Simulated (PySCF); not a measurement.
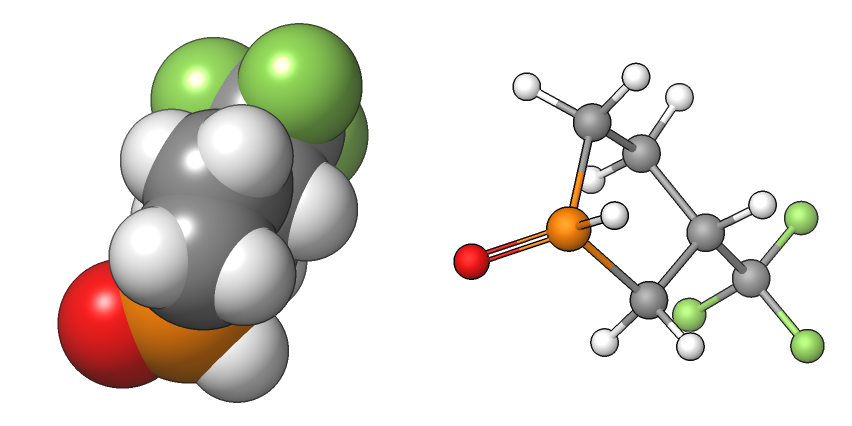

The same structure drawn twice, from different directions. Colours: oxygen red, phosphorus orange, carbon grey, fluorine green, hydrogen white.

Describe the molecule.

The molecule is C₅H₈F₃OP. Its SMILES string is `O=[P@@H]1CC[C@H](C(F)(F)F)C1`. Independent rings (smallest set): 1 of 5 members. Among its groups: C–F bond. This geometry has C1 symmetry. Coordination, clear cases only: 5 C tetrahedral.

More results for the same structure follow; atom numbers are the same in all pictures, views and colours differ. The computed structure is the end point of a PBE0-D3(BJ)/def2-SVP optimisation. No frequency run is at hand to confirm it as a minimum.

NMR shielding

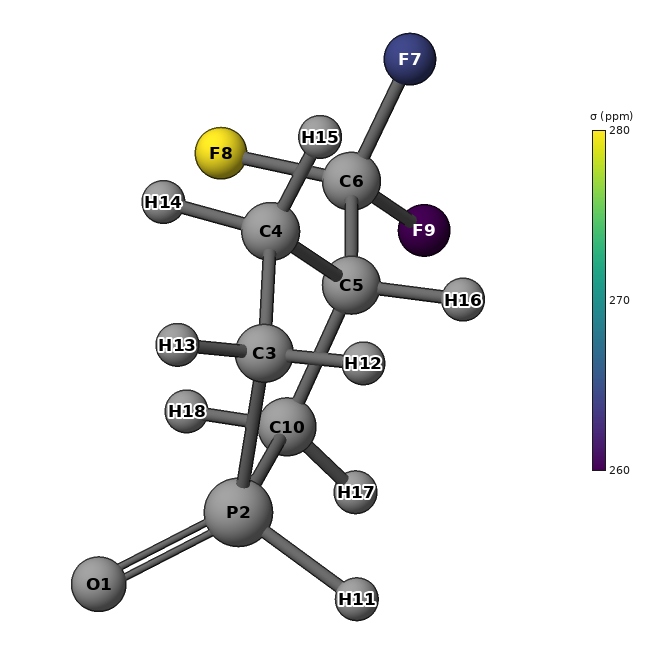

Atoms are coloured by their isotropic NMR shieldings (F only, the others grey). No frequency run is at hand to confirm it as a minimum. Level of theory: GIAO PBE0/pcSseg-1 NMR shielding, non-relativistic, IEF-PCM tetrahydrofuran (PySCF 2.14.0).

Give the isotropic NMR shieldings of the F atoms atom by atom.

```csv
atom,σ (ppm)
F7,264.2
F8,280.0
F9,260.0
```

Ring current

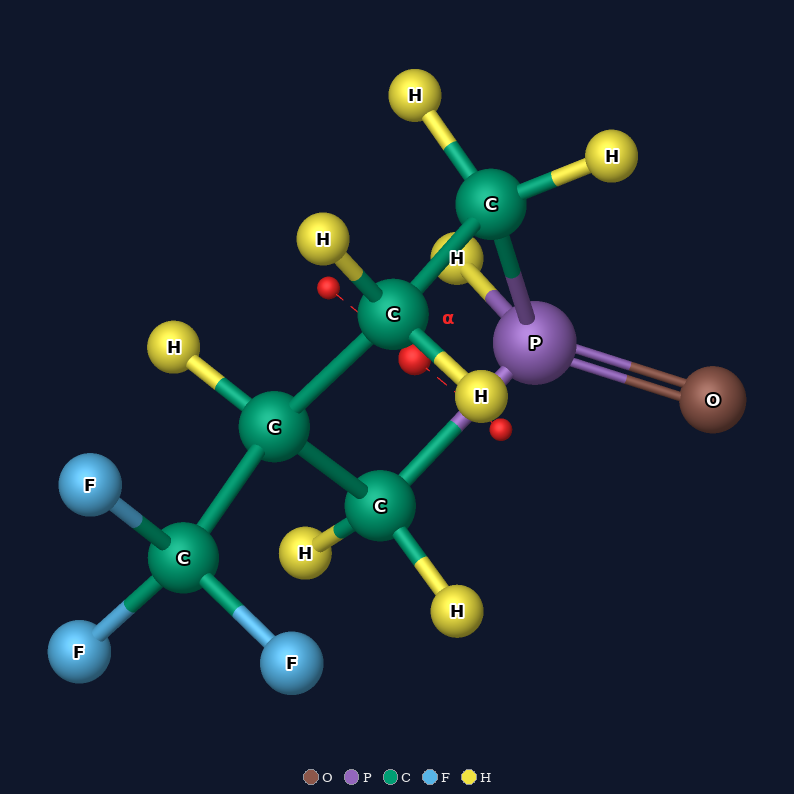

The small points mark where nucleus-independent chemical shifts (NICS) were computed: at the centre of each lettered ring and 1 Å above and below it. No frequency run is at hand to confirm it as a minimum. Properties computed with GIAO PBE0/pcSseg-1 NMR shielding, non-relativistic, IEF-PCM cyclohexane (PySCF 2.14.0).

Give NICS(0), NICS(1) and the out-of-plane component NICS(1)zz for each ring (means of the two sides).

```tsv
ring	members	NICS(0)	NICS(1)	NICS(1)zz
α	C4P	−5.7	−4.3	−1.9
```

Values in ppm.

**What do the values say about the ring currents?**

Ring α: weak, as in a non-aromatic ring. NICS is one index among several.

Electronic properties

No frequency run is at hand to confirm it as a minimum. Level of theory: B3LYP/def2-SVPD, gas phase (PySCF 2.14.0). Excitations: vertical, linear response.

Computed properties:

- dipole moment: 3.79 D
- HOMO energy (Kohn–Sham orbital): −7.74 eV
- LUMO energy (Kohn–Sham orbital): −0.22 eV
- HOMO–LUMO gap: 7.52 eV
- mean static polarisability: 84.8 bohr³
- lowest vertical singlet excitation: 6.60 eV
- its oscillator strength: 0.002
- brightest of the 10 lowest singlets: 7.64 eV
- its oscillator strength: 0.04

Quadrupole coupling

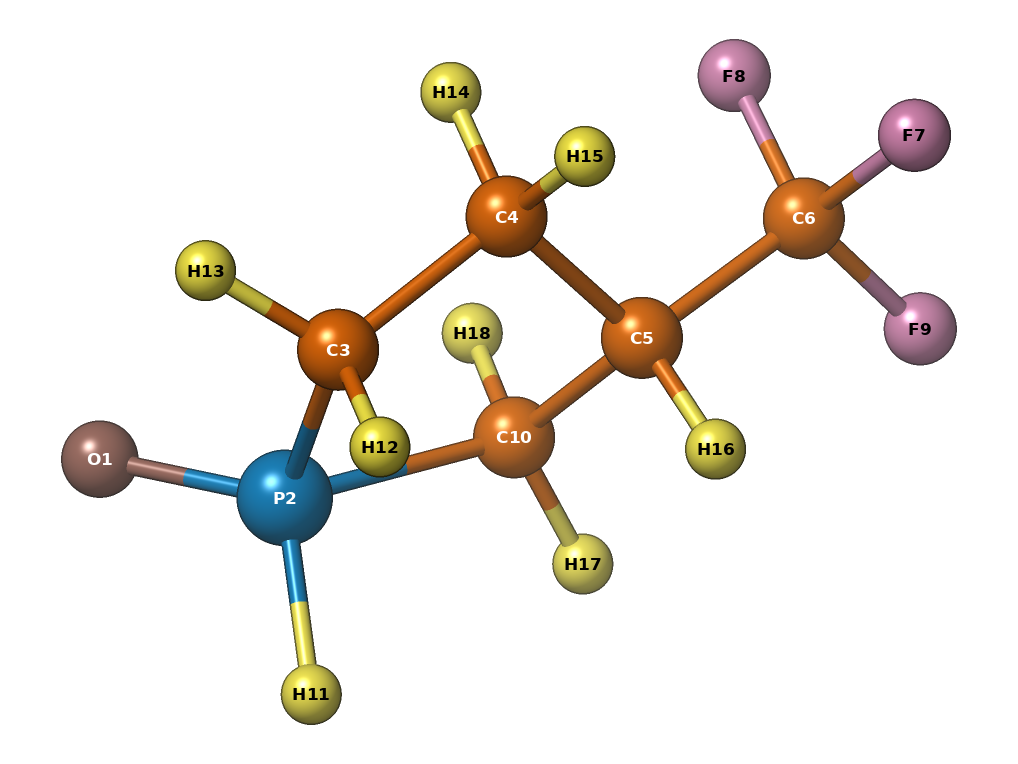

No frequency run is at hand to confirm it as a minimum. Electric field gradients from the ground-state density, PBE0/pcSseg-1 in cyclohexane (IEF-PCM) (PySCF 2.14.0), non-relativistic apart from any core potentials.

Give the largest field-gradient component, the quadrupole coupling constant and the asymmetry for 17O at O1 (Q = −25.6 mb), 2H at H11 (Q = 2.86 mb), 2H at H12 (Q = 2.86 mb), 2H at H13 (Q = 2.86 mb), 2H at H14 (Q = 2.86 mb).

```
atom  V_zz (a.u.)  e²qQ/h (MHz)     η
  O1        0.996         −5.99  0.05
 H11        0.153         0.103  0.00
 H12        0.286         0.192  0.02
 H13        0.292         0.196  0.03
 H14        0.279         0.188  0.02
```
